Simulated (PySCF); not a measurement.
**C₅H₉NOSi: density, localisation and related maps**

Input

```
{"job": {"kind": "nmr", "xc": "PBE0", "basis": "pcSseg-1"}, "charge": 0, "multiplicity": 1}
C     -2.024231     2.308919    -0.950175
C     -1.954908     1.258436    -0.371520
Si    -1.836286    -0.362316     0.514417
C     -0.561851    -1.497596    -0.381923
N      0.788709    -0.994611    -0.320791
C      1.095970     0.053659     0.443453
C      2.534888     0.506470     0.402142
O      0.250574     0.614366     1.126361
H     -2.086733     3.231475    -1.452833
H     -1.828560    -0.411675     1.969951
H     -3.099117    -1.037305     0.100437
H     -0.591502    -2.496187     0.062595
H     -0.844263    -1.604667    -1.431177
H      1.500991    -1.441576    -0.877583
H      2.731397     1.160096     1.246820
H      2.702967     1.066139    -0.516668
H      3.214958    -0.341598     0.426584
```

Run with:

```sh
OMP_NUM_THREADS=1 python probes_run.py task.json out
```

Geometry: GFN2-xTB.

The calculation used PBE0/pcSseg-1, SCF density, gas phase, non-relativistic (PySCF 2.14.0).

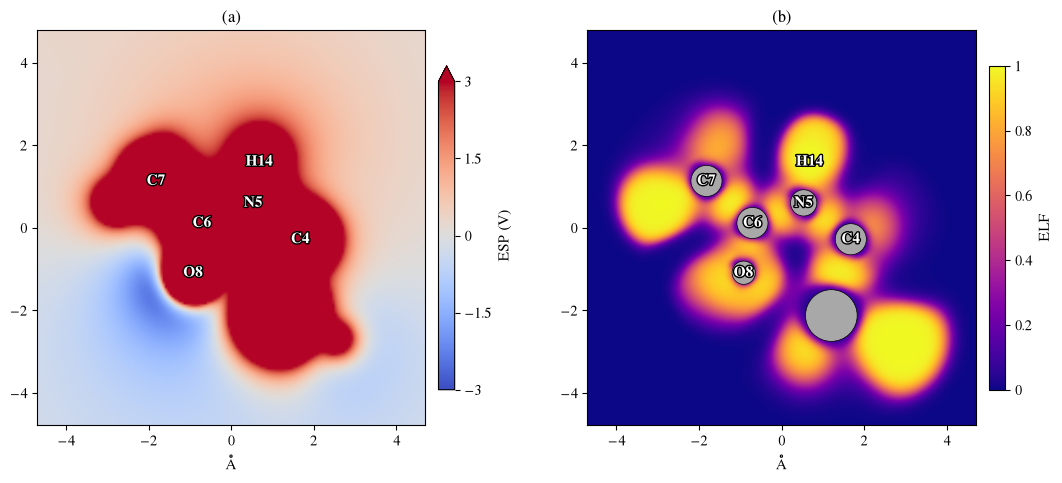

Figure 1. (a) electrostatic potential; (b) ELF on the plane of atoms C7, C6 and O8. Grey discs cover the atomic cores in the ELF map.

> What do the fields say about this system?

Atoms in the plane: C, N, O and H. C–O (1.22 Å): the ELF peaks at about 0.85 between the atoms; a multiple bond. C–N (1.33 Å): the ELF peaks at about 0.90 between the atoms (localised, covalent bonding). N–H (1.01 Å): the ELF climbs to about 1 towards the hydrogen, as it does in any bond to H (an ordinary covalent bond to hydrogen). C–N (1.44 Å): the ELF peaks at about 0.95 between the atoms: a covalent bond. The ELF also peaks beside O8, away from the bonds: lone-pair regions. Outside the dense part of the molecule the potential is most negative (−2.4 V) near O8.

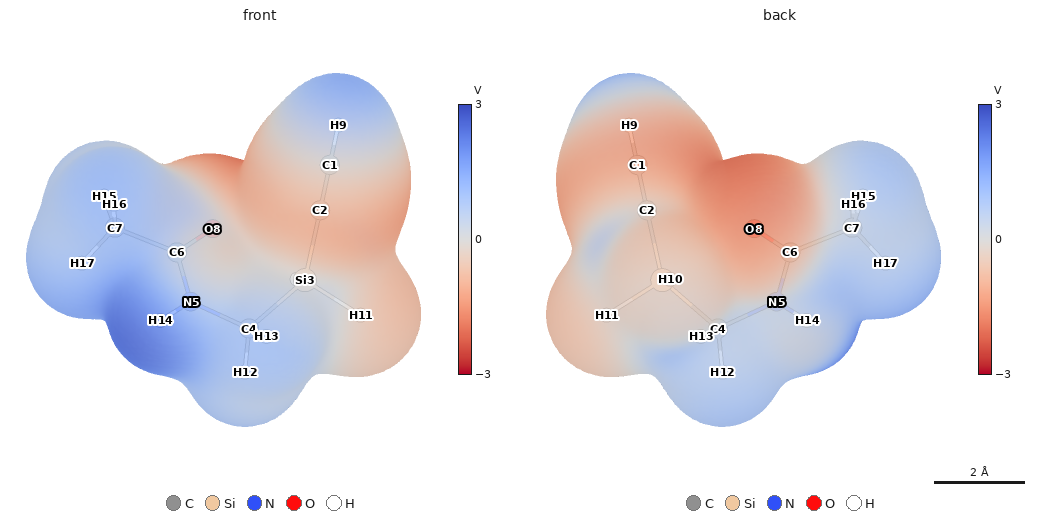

Figure 2. The electrostatic potential painted on the density surface at 0.002 e/bohr³, seen from the front and from behind; the colour scale runs from red (negative) to blue (positive).

> Where is the surface potential most negative and most positive?

The most negative region (about −1.9 V) lies over O8, the most positive (about +2.4 V) over H14. O8 is the likeliest acceptor of a hydrogen bond.

> What dipole moment does the calculation give?

Its dipole moment is 4.77 D.
